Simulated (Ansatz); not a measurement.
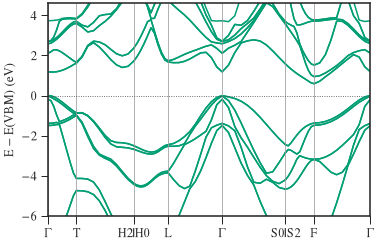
Band structure from plane-wave PAW r²SCAN with spin–orbit coupling (Ansatz code)

Task: Read off the gap and where the band edges lie.

Result: About 0.6 eV (0.59 eV by a search for the band edges); maximum at Γ, minimum at F.

The material is SiGe in space group R-3m (No. 166; Si on 6c, Ge on 6c).

The start of the workflow was typed in or built on a structure type; neither database checked (COD, Materials Project) lists it. Its standing as an ambient phase is unchecked. Symmetry was held in the r²SCAN relaxation; its stability against distortions is not shown here.

Potentials: the earlier of the program's two PAW sets.
